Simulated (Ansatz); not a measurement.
# UHF/STO-3G run of BSiH2F (SMILES B[Si]F)

Aim: the vertical electron affinity of BSiH2F at UHF/STO-3G, from 2 runs. 

The results are computed with Ansatz 0.2.0.

63 further runs of the same task are left out: 3 that didn't finish, 60 set aside as unsound or not needed.

### 1 The system as given

BSiH2F has 5 atoms, charge 0, and is taken as a triplet. SMILES: `B[Si]F`. Geometry: relaxed at GFN2-xTB.

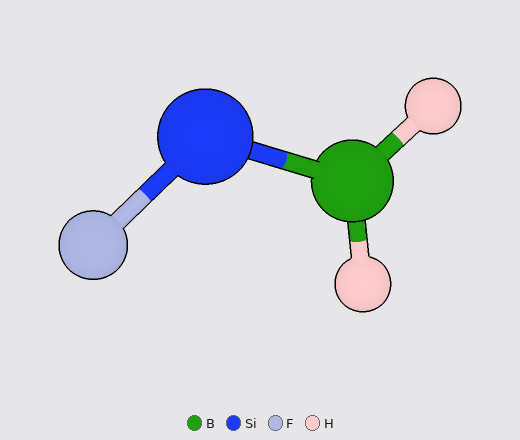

Viewed from a chosen angle; boron green, silicon blue, fluorine light blue, hydrogen pink.

### 2 A single-point energy at UHF/STO-3G

The input, job.yaml:

```yaml
crystal:
  periodic: [false, false, false]
  atoms:
    - {symbol: B, position_ang: [0.234950, 0.685700, -0.124130]}
    - {symbol: Si, position_ang: [-0.890020, -0.807470, -0.293660]}
    - {symbol: F, position_ang: [-0.519870, -2.176130, 0.558950]}
    - {symbol: H, position_ang: [-0.000350, 1.667090, -0.717680]}
    - {symbol: H, position_ang: [1.175290, 0.630810, 0.576520]}
basis:
  gaussian:
    orbitals: STO-3G
magnetization:
  spin_polarized: true
  initial_magnetization: 2
hamiltonian:
  xc: hf
accuracy: high
```

Started as:

```bash
$ ansatz run job.yaml --threads 1 --pin off --max-ram 2610MiB --events-out events.jsonl --progress --plain --runs-dir runs
```

Standard output:

```text
Warning: RAYON_NUM_THREADS=1 ignored (pool sized by the plan → 1); use --threads N
Functional definition: HF
  name "HF"
  exchange = exact_x
  correlation = 0
380 factors; integrals over basis functions are off by at most 1.0e-8 eV
mean field evaluation 1: about -11129.5825 eV, gradient 1.3e1 eV
mean field evaluation 2: about -11129.6303 eV, gradient 1.3e1 eV
mean field evaluation 4: about -11131.5052 eV, gradient 1.9e0 eV
mean field evaluation 8: about -11131.6848 eV, gradient 1.4e-1 eV
mean field evaluation 16: about -11131.6842 eV, gradient 2.5e-8 eV
mean field -11131.68424232 eV, -409.0818505788 hartree, gradient 2.5e-8 eV, S^2 2.004508; 0 other end points of the search recorded, 0 dependent functions left out
reference -11131.68424232 eV, -409.0818505788 hartree; 16, 14 occupied and 5, 7 virtual orbitals, 380 factors
Total energy: -11131.68424232 eV, -409.0818505788 hartree
```

It took 0.16 s on 1 thread of Arm Neoverse V1, shared host.

### 3 The doublet anion at the same level

The input, molecule.yaml:

```yaml
basis:
  gaussian: {orbitals: STO-3G}
crystal:
  periodic: [false, false, false]
  atoms:
    - {symbol: B, position_ang: [0.234950, 0.685700, -0.124130]}
    - {symbol: Si, position_ang: [-0.890020, -0.807470, -0.293660]}
    - {symbol: F, position_ang: [-0.519870, -2.176130, 0.558950]}
    - {symbol: H, position_ang: [-0.000350, 1.667090, -0.717680]}
    - {symbol: H, position_ang: [1.175290, 0.630810, 0.576520]}
total_charge: -1
hamiltonian: {xc: hf}
magnetization: {spin_polarized: true, initial_magnetization: 1}
accuracy: high
```

Started as:

```bash
$ ansatz run molecule.yaml --threads 1 --pin off --max-ram 2610MiB --events-out events.jsonl --progress --plain --runs-dir runs
```

Standard output:

```text
Warning: RAYON_NUM_THREADS=1 ignored (pool sized by the plan → 1); use --threads N
[... 4 set-up lines as earlier in the session ...]
380 factors; integrals over basis functions are off by at most 1.0e-8 eV
mean field evaluation 1: about -11126.5059 eV, gradient 8.0e0 eV
mean field evaluation 2: about -11126.5645 eV, gradient 8.0e0 eV
mean field evaluation 4: about -11127.2919 eV, gradient 9.6e-1 eV
mean field evaluation 8: about -11127.3307 eV, gradient 2.8e-3 eV
mean field evaluation 16: about -11126.8615 eV, gradient 2.9e0 eV
mean field evaluation 32: about -11126.9807 eV, gradient 8.4e-1 eV
mean field evaluation 64: about -11127.0313 eV, gradient 3.3e0 eV
mean field evaluation 96: about -11127.3299 eV, gradient 6.8e-6 eV
mean field -11127.32991205 eV, -408.9218318929 hartree, gradient 1.2e-8 eV, S^2 0.755962; 3 other end points of the search recorded, 0 dependent functions left out
reference -11127.32991205 eV, -408.9218318929 hartree; 16, 15 occupied and 5, 6 virtual orbitals, 380 factors
Total energy: -11127.32991205 eV, -408.9218318929 hartree
```

Run time: 0.3 s. Hardware: 1 thread of Arm Neoverse V1, shared host.

### 4 Outcome

Level: UHF/STO-3G.

| quantity | value |
| --- | --- |
| triplet BSiH2F: total energy | -409.08185 Eh |
| triplet BSiH2F: ⟨S²⟩ | 2.005 |
| doublet anion: total energy | -408.92183 Eh |
| doublet anion: ⟨S²⟩ | 0.756 |
| vertical electron affinity (to the doublet anion) | -4.354 eV |

**Reading.** The anion lies 4.35 eV (100 kcal/mol) above the neutral: the electron isn't bound at this level, and such a value depends on the basis. Without diffuse functions anions come out too high. Hartree–Fock misses the correlation that binds many anions. In a minimal basis such a difference can be off by several eV, whatever the method.
